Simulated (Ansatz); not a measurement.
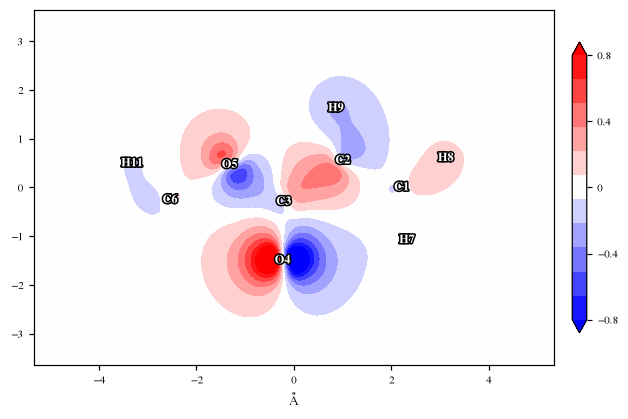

Figure. C₄H₆O₂ (SMILES C=CC(=O)OC). The HOMO−1 on the plane of atoms H7, C1 and H8 (values in Å⁻³ᐟ²; the overall sign is arbitrary).

Geometry: PBE0-D4/def2-TZVP.

Level of theory: Ansatz 0.2.0, isolated molecule in a Gaussian basis; Hartree-Fock.

```xyz
12

C    -2.1884    1.1735    0.0332
C    -0.8980    1.0686    0.3174
C    -0.1323   -0.1265   -0.0959
O    -0.5731   -1.0716   -0.6964
O     1.1476   -0.0257    0.2907
C     1.9730   -1.1298   -0.0603
H    -2.6925    0.3794   -0.5066
H    -2.7656    2.0414    0.3277
H    -0.3561    1.8382    0.8546
H     1.9983   -1.2612   -1.1431
H     2.9649   -0.8933    0.3183
H     1.5991   -2.0484    0.3945
```

**Where does this orbital lie, and at what energy?**

It lies mainly on O4 (about 60 %), C3 (about 10 %), O5 (about 10 %) and C2 (about 10 %). Its energy is −12.33 eV.
